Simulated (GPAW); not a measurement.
# Surface energy and work function of Li(110) from slabs of 3 to 12 layers (RPBE)

How do energy and work function of Li(110) films settle with thickness, and what surface energy follows?

Set-up. GPAW 26.7.0, plane waves at 450 eV with PAW setups; symmetric 1×1 slabs cut at the tabulated lattice constant (two decimals; low-temperature values for the alkali metals), atoms at bulk places, 7.5 Å of vacuum on each side, one in-plane mesh for all thicknesses, Fermi-Dirac smearing of 0.1 eV. Energies are extrapolated to zero smearing and count from the program's reference atoms. Functional RPBE. The cell's area is 8.613 Å².

Results, with one row withheld:

```
layers  energy (eV)  work function (eV)
     3      −4.8934                3.29
     4      −6.6928                3.24
     5      −8.4868                3.22
     6     −10.2841                3.20
     7     −12.0805                3.20
     8     −13.8761                3.20
     9     −15.6714                3.20
    10     −17.4671                3.20
    11     −19.2611                3.20
    12            ?                   ?
```

**Question.** What surface energy do these runs give, and what energy and work function should the 12-layer slab have?

Worked answer. A slab of n layers has E(n) = nε + 2Aγ once its middle is bulk-like. A line through n = 6 to 11 has the slope ε = −1.7954 eV a layer and the intercept 2Aγ = 0.4878 eV (r.m.s. residual 0.6 meV). So γ = 0.4878 / (2 × 8.613 Å²) = 0.0283 eV/Å² = 0.45 J/m², with a standard error of under 0.01 J/m² from the scatter about the line. For 12 layers: 0.4878 + 12 × (−1.7954) = −21.057 eV; the run gives −21.058 eV, 0.8 meV under the line. The work function has no such law: from 6 to 11 layers it stays at 3.20 eV, and the 12-layer slab gives 3.21 eV. The thinnest slab, 3 layers, lies +0.09 eV from that mean.

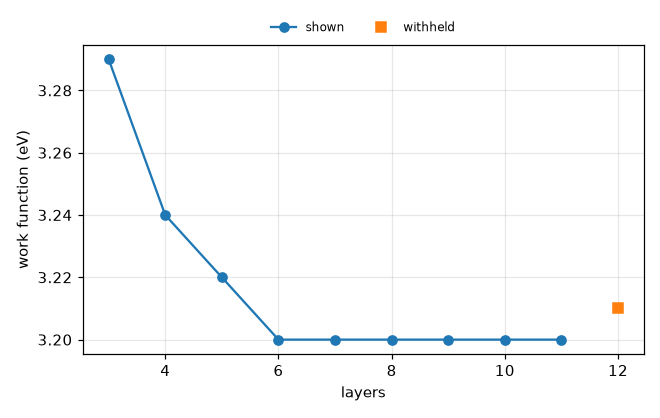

Work function against thickness.

Caveats: The surfaces are unrelaxed, so γ is an upper bound for this functional and lattice constant. The tabulated lattice constant isn't the functional's own, which strains the slab a little.

[Logs are printed without paths, hosts, clocks, repeated set-up lines and the standing remarks that a program may print on its own settings, such as how far it seeks lower states.]
